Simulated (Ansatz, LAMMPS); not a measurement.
# Amorphous polyisobutylene (as short chains C18H38), from a frame at 500 K (224 atoms): geometry optimisation, part 2 of 3

How does amorphous polyisobutylene (as short chains C18H38), from a frame at 500 K (224 atoms) relax, and what do bonds, charges and levels look like afterwards?

Ansatz 0.2.0; Kohn-Sham DFT, PBE+D4, PAW (set soft_2), plane waves.

The cell: 72 C and 152 H. The network of contacts between molecules at the start is that of the classical potential that made the cell. The density was typed from a rule of thumb and may lie off the real one at this temperature. Sampling is at Γ alone, for a cell whose shortest periodic width is 13 Å.

So far. Step 3 (Single point at the start): The r.m.s. force component of 1.1 eV/Å and the pressure of 2.6 GPa set the starting point.

## Step 4: Relaxation

The atoms are relaxed in the fixed cell, aiming at the force tolerance of the input.

The input, input.yaml:

```yaml
crystal:
  lattice:
    - [12.9521, 0.0, 0.0]
    - [0.0, 12.9521, 0.0]
    - [0.0, 0.0, 12.9521]
  atoms:
    [... the 224 atom lines of step 3 ...]
kpoints:
  mp_grid: { grid: [1, 1, 1] }
hamiltonian:
  xc: pbe
  dispersion: d4
scf:
  occupations: { method: fixed }
output:
  forces: true
relax:
  f_tol: 0.05
  max_steps: 200
```

Started as:

```console
$ ansatz run input.yaml --threads 4 --pin off --max-ram 8192MiB --backend cpu --events-out ev --progress --plain --runs-dir out
```

Numbers of over 12 decimals in the logs are rounded to 6 here.

The program printed:

```text
[...]
Crystal: 224 atoms, lattice volume = 2172.804 Å³
Basis set: ecut = 420 eV, 42499 PW (Γ), exchange–correlation on 180×180×180 points (8 copies of the dense FFT grid, shifted against one another)
Bands: 444, of which v1, the nominal top of the filled ones, is band 220 counted from 1 (219 counted from 0)
Symmetry: 1 space group operations
[...]
k-points: 1
[...]
SCF iter   1: F=—  HF=-20512.164527 eV  |F-HF|=—  |Δ(HF+E_count)|=         —  Δρ=4.25e-3  dr2=4.23e-1  ethr=1.77e-3  ⟨swp⟩=4.0  Hψ=1392  notcnv=0  defer=222
[...]
SCF iter   3: F=—  HF=-20512.179608 eV  |F-HF|=—  |Δ(HF+E_count)|=   3.37e-2  Δρ=6.51e-4  dr2=1.30e-2  ethr=1.99e-5  ⟨swp⟩=4.0  Hψ=449  notcnv=0  defer=64
automatic band count: iteration 3 solves 286 bands in place of 444: the levels show a gap, and the empty bands left out lie too high to hold charge; the band table lists the bands solved (type scf.n_extra_bands for more)
SCF iter   4: F=—  HF=-20512.185074 eV  |F-HF|=—  |Δ(HF+E_count)|=   5.47e-3  Δρ=1.71e-4  dr2=9.76e-4  ethr=2.95e-6  ⟨swp⟩=3.0  Hψ=461  notcnv=0  defer=64
[...]
SCF iter   6: F=-20512.185256 eV  HF=-20512.185264 eV  |F-HF|=7.25e-6  |Δ(HF+E_count)|=   5.52e-5  Δρ=1.79e-5  dr2=8.33e-6  ethr=1.42e-8  ⟨swp⟩=2.0  Hψ=956  notcnv=0
SCF 1 converged in 6 iterations: F = -20512.185256 eV  dr2 = 8.33e-6
[...]
relax step   1: F+E_penalty+E_count = -20512.18525649 eV  Δ(F+E_penalty+E_count) = +0.000e0 eV  max|allowed force component| = 4.255e0 eV/Å  Δτ_max = 0.0000 Å  (6 SCF iters, dr2 threshold 6.25e-5 eV, accepted)
[... from here on, the SCF cycles and remarks between the steps are left out ...]
relax step   2: F+E_penalty+E_count = -20523.61543293 eV  Δ(F+E_penalty+E_count) = -1.143e1 eV  max|allowed force component| = 1.417e0 eV/Å  Δτ_max = 0.1945 Å  (6 SCF iters, dr2 threshold 1.00e-4 eV, accepted)
relax step   3: F+E_penalty+E_count = -20525.59343474 eV  Δ(F+E_penalty+E_count) = -1.978e0 eV  max|allowed force component| = 4.041e-1 eV/Å  Δτ_max = 0.1932 Å  (6 SCF iters, dr2 threshold 1.00e-4 eV, accepted)
relax step   4: F+E_penalty+E_count = -20525.97316414 eV  Δ(F+E_penalty+E_count) = -3.797e-1 eV  max|allowed force component| = 1.987e-1 eV/Å  Δτ_max = 0.2000 Å  (6 SCF iters, dr2 threshold 1.33e-5 eV, accepted)
relax step   5: F+E_penalty+E_count = -20526.21194974 eV  Δ(F+E_penalty+E_count) = -2.388e-1 eV  max|allowed force component| = 9.325e-2 eV/Å  Δτ_max = 0.2000 Å  (7 SCF iters, dr2 threshold 3.21e-6 eV, accepted)
relax step   6: F+E_penalty+E_count = -20526.34312493 eV  Δ(F+E_penalty+E_count) = -1.312e-1 eV  max|allowed force component| = 1.419e-1 eV/Å  Δτ_max = 0.2000 Å  (8 SCF iters, accepted)
relax step   7: F+E_penalty+E_count = -20526.41514866 eV  Δ(F+E_penalty+E_count) = -7.202e-2 eV  max|allowed force component| = 4.006e-1 eV/Å  Δτ_max = 0.1978 Å  (7 SCF iters, dr2 threshold 4.43e-6 eV, accepted)
relax step   8: F+E_penalty+E_count = -20526.47135030 eV  Δ(F+E_penalty+E_count) = -5.620e-2 eV  max|allowed force component| = 4.726e-1 eV/Å  Δτ_max = 0.1727 Å  (6 SCF iters, dr2 threshold 1.00e-4 eV, accepted)
relax step   9: F+E_penalty+E_count = -20526.53349448 eV  Δ(F+E_penalty+E_count) = -6.214e-2 eV  max|allowed force component| = 3.479e-1 eV/Å  Δτ_max = 0.1967 Å  (6 SCF iters, dr2 threshold 1.00e-4 eV, accepted)
relax step  10: F+E_penalty+E_count = -20526.57673814 eV  Δ(F+E_penalty+E_count) = -4.324e-2 eV  max|allowed force component| = 2.443e-1 eV/Å  Δτ_max = 0.1943 Å  (6 SCF iters, dr2 threshold 6.56e-5 eV, accepted)
relax step  11: F+E_penalty+E_count = -20526.60291344 eV  Δ(F+E_penalty+E_count) = -2.618e-2 eV  max|allowed force component| = 2.232e-1 eV/Å  Δτ_max = 0.1493 Å  (6 SCF iters, dr2 threshold 2.94e-5 eV, accepted)
relax step  12: F+E_penalty+E_count = -20526.62236789 eV  Δ(F+E_penalty+E_count) = -1.945e-2 eV  max|allowed force component| = 2.153e-1 eV/Å  Δτ_max = 0.1607 Å  (6 SCF iters, dr2 threshold 2.46e-5 eV, accepted)
relax step  13: F+E_penalty+E_count = -20526.63344060 eV  Δ(F+E_penalty+E_count) = -1.107e-2 eV  max|allowed force component| = 1.625e-1 eV/Å  Δτ_max = 0.0913 Å  (5 SCF iters, dr2 threshold 3.87e-5 eV, accepted)
relax step  14: F+E_penalty+E_count = -20526.64406724 eV  Δ(F+E_penalty+E_count) = -1.063e-2 eV  max|allowed force component| = 8.822e-2 eV/Å  Δτ_max = 0.1156 Å  (6 SCF iters, dr2 threshold 1.50e-5 eV, accepted)
relax step  15: F+E_penalty+E_count = -20526.64941691 eV  Δ(F+E_penalty+E_count) = -5.350e-3 eV  max|allowed force component| = 6.940e-2 eV/Å  Δτ_max = 0.0856 Å  (8 SCF iters, accepted)
relax step  16: F+E_penalty+E_count = -20526.65357672 eV  Δ(F+E_penalty+E_count) = -4.160e-3 eV  max|allowed force component| = 6.487e-2 eV/Å  Δτ_max = 0.0722 Å  (8 SCF iters, accepted)
relax step  17: F+E_penalty+E_count = -20526.65793844 eV  Δ(F+E_penalty+E_count) = -4.362e-3 eV  max|allowed force component| = 4.664e-2 eV/Å  Δτ_max = 0.1065 Å  (7 SCF iters, dr2 threshold 2.60e-6 eV, accepted)
relax step  18: F+E_penalty+E_count = -20526.65793897 eV  Δ(F+E_penalty+E_count) = -5.273e-7 eV  max|allowed force component| = 4.676e-2 eV/Å  Δτ_max = 0.0000 Å  (4 SCF iters, accepted)
relax step  19: F+E_penalty+E_count = -20526.66012800 eV  Δ(F+E_penalty+E_count) = -2.189e-3 eV  max|allowed force component| = 4.436e-2 eV/Å  Δτ_max = 0.1010 Å  (8 SCF iters, accepted)
SCF converged after 8 iterations
Free energy (F): -20526.660128 eV
[...]
Internal energy: -20526.660128 eV  (E = F + TS)
E sigma→0 (E₀):  -20526.660128 eV
Fermi energy:    -2.116573 eV
[...]
--- Forces (eV/Å), atoms counted from 1 ---
  atom   1  C     -0.02268449    -0.01483019     0.00019494
  atom   2  C      0.01586716     0.02640963     0.01458008
  atom   3  C     -0.00289645    -0.01517513     0.01478388
  atom   4  C     -0.01489362    -0.00303854    -0.00465468
  atom   5  C     -0.00352171     0.02218420    -0.03024390
  atom   6  C      0.03623790     0.02378658     0.00008388
  atom   7  C      0.00197532    -0.00313328     0.00343473
  atom   8  C     -0.02911551    -0.01402363    -0.01905351
  atom   9  C     -0.00725534    -0.00940543     0.00865081
  atom  10  C      0.00039667    -0.00737723    -0.00111102
  atom  11  C     -0.00691122    -0.00521300    -0.00351892
  atom  12  C      0.00139599    -0.02281694    -0.00039894
  atom  13  C     -0.00397460     0.00027846     0.01530113
  atom  14  C      0.00018215     0.01852241    -0.00362389
[...]
atom 223  H     -0.01222345     0.02987326    -0.01770516
  atom 224  H     -0.02301740    -0.02748570     0.03251363
  max |Σ_I F_I| component: 1.36e-4 eV/Å
--- Relaxed structure (19 steps of the walk, 19 accepted, 0 SCFs on fresh bases) ---
  F+E_penalty+E_count = -20526.66012800 eV   max|allowed force component| = 4.436e-2 eV/Å
  atoms:
    - { symbol: C, position: [0.983952, 0.243524, 0.541422] }
    - { symbol: C, position: [0.871504, 0.279598, 0.536194] }
    - { symbol: C, position: [0.843495, 0.374831, 0.602782] }
    - { symbol: C, position: [0.918958, 0.463759, 0.578881] }
[...]
- { symbol: H, position: [0.632692, 0.517698, 0.914940] }
```

Run time: 6.7 min. Hardware: 4 threads of Intel Xeon Platinum 8259CL at 2.50GHz (Skylake/Cascade Lake), shared host; peak memory 2.5 GiB; 25 min of CPU time.

Step by step:

```
step  energy less that of the first step (eV)  largest force component (eV/Å)
   1                                   0.0000                          4.2546
   2                                 -11.4302                          1.4170
   3                                 -13.4082                          0.4041
   4                                 -13.7879                          0.1987
   5                                 -14.0267                          0.0933
   6                                 -14.1579                          0.1419
   7                                 -14.2299                          0.4006
   8                                 -14.2861                          0.4726
   9                                 -14.3482                          0.3479
  10                                 -14.3915                          0.2443
  11                                 -14.4177                          0.2232
  12                                 -14.4371                          0.2153
  13                                 -14.4482                          0.1625
  14                                 -14.4588                          0.0882
  15                                 -14.4642                          0.0694
  16                                 -14.4683                          0.0649
  17                                 -14.4727                          0.0466
  18                                 -14.4727                          0.0468
  19                                 -14.4749                          0.0444
```

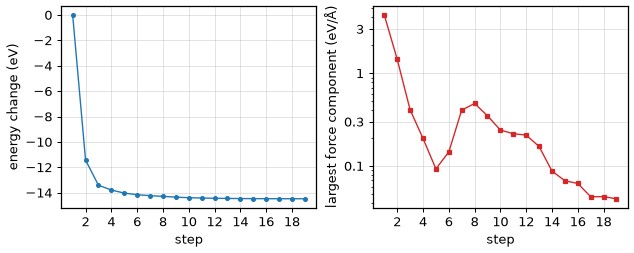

Energy and largest force along the relaxation.

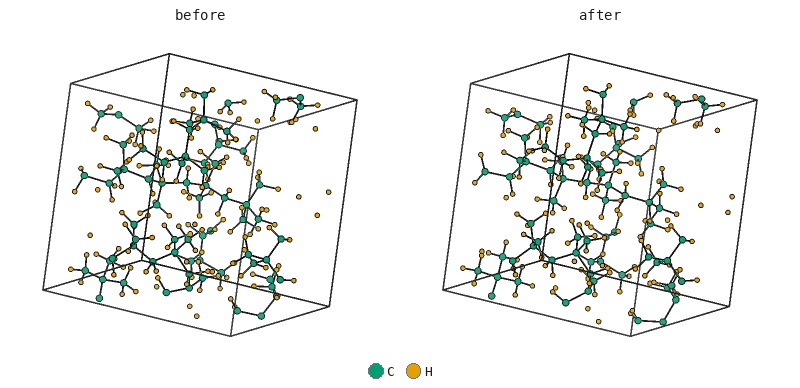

The structure before and after the relaxation, drawn at the same scale. Bonds to atoms that aren't drawn are left out.

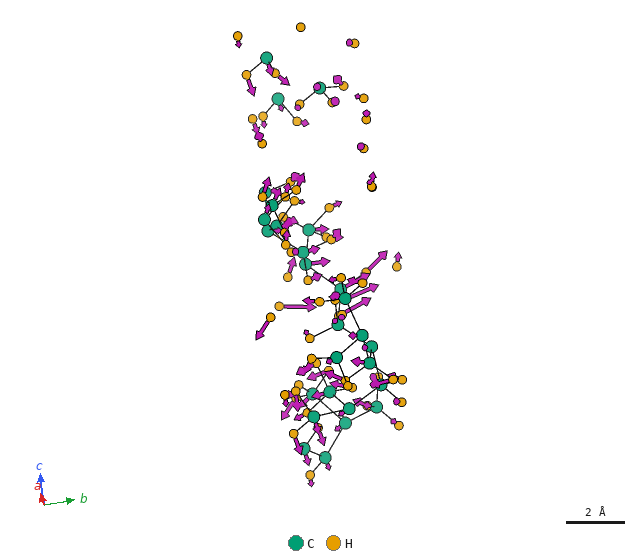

Displacements in the relaxation, scaled; the longest in the cell stands for 1.88 Å. Drawn is a slice 4 Å thick, seen at a slant to the ac plane. Bonds to atoms that aren't drawn are left out.

The atoms that moved most (Å):

```
atom     dx     dy      dz  length
 H49  0.911  1.599   0.407   1.885
 H56  0.126  1.727  -0.591   1.829
 H48  0.747  1.566   0.262   1.755
 H55  0.178  1.663  -0.323   1.703
 H20  0.761  1.292   0.507   1.583
 C16  0.683  1.348   0.341   1.549
 H50  0.808  1.091   0.650   1.505
 C18  0.141  1.405  -0.487   1.493
```

The relaxation changed the energy by -64.6 meV/atom, and atoms moved by 0.66 Å r.m.s., 1.9 Å at most.

## Step 5: Local order after relaxation

Bonds before and after, by the cutoffs listed below:

```
pair  bonds before  bonds after  mean before (Å)  mean after (Å)  spread before (Å)  spread after (Å)
 H-C           152          152            1.089           1.099              0.038             0.002
 C-C            68           68            1.544           1.547              0.039             0.012
```

Density 0.778 g/cm³, 9.7 Å³ an atom.

Pair distribution functions g(r), in bins of 0.2 Å:

```
r (Å)  total   H-H   H-C   C-C
 1.00   2.77  0.00  6.35  0.00
 1.20   1.60  0.00  3.68  0.00
 1.40   0.00  0.00  0.00  0.00
 1.60   0.98  0.00  0.00  9.50
 1.80   1.49  3.23  0.00  0.00
 2.00   0.10  0.21  0.00  0.00
 2.20   1.64  0.65  3.08  0.00
 2.40   0.89  1.40  0.13  1.86
 2.60   1.33  0.95  1.27  3.34
 2.80   1.42  0.84  2.23  0.52
 3.00   0.90  0.89  1.09  0.11
 3.20   0.77  0.90  0.47  1.40
 3.40   1.03  0.67  1.44  0.89
 3.60   0.94  1.26  0.76  0.29
 3.80   1.04  1.72  0.53  0.16
 4.00   0.76  0.90  0.58  0.88
 4.20   0.89  0.87  1.03  0.42
 4.40   0.94  1.05  0.93  0.48
 4.60   0.97  0.89  1.04  0.99
 4.80   0.97  0.87  1.09  0.94
 5.00   0.92  1.02  0.90  0.53
 5.20   0.96  0.98  0.97  0.80
 5.40   0.99  1.06  0.93  0.96
 5.60   0.90  0.86  0.94  0.90
 5.80   0.96  0.90  1.04  0.95
 6.00   1.04  1.09  0.96  1.06
 6.20   1.02  0.97  1.05  1.12
 6.40   1.02  0.98  1.04  1.13
```

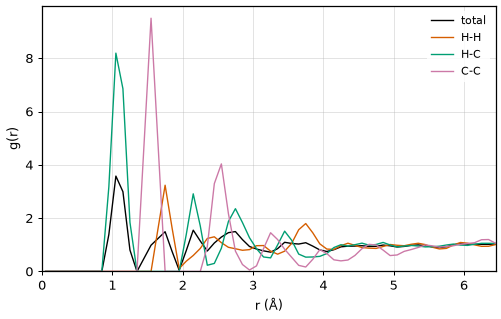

Pair distribution functions, lightly smoothed.

Bonds by pair of elements; cutoffs follow the first minimum of g(r), held within bounds set by covalent radii, and pairs that aren't listed don't count as bonded:

```
pair A-B  cutoff (Å)  bonds  mean length (Å)  spread (Å)  shortest (Å)  B about A  A about B
     H-C        1.34    152             1.10       0.002          1.09          1       2.11
     C-C        1.85     68             1.55       0.012          1.52       1.89       1.89
```

How many atoms have how many bonded neighbours:

```
element  mean    1   4
      C     4    0  72
      H     1  152   0
```

Bond angles (no mean is given where the spread exceeds 20°):

```
angle  count  mean (°)  spread (°)
C-C-H    184       110         2.4
H-C-H    136       107         0.8
C-C-C    112       111         5.9
```

By these cutoffs all C atoms have 4 and all H atoms have 1 bonded neighbour. The C-C-H angle averages 110° with a spread of 2°.

[end of part 2 of 3]

[Logs are printed without paths, hosts, clocks, repeated set-up lines and the standing remarks that a program may print on its own settings, such as how far it seeks lower states.]

[Hosts, paths, dates, database ids (printed as entryN), source tags and the programs' standing remarks are cut or masked in the printed files.]
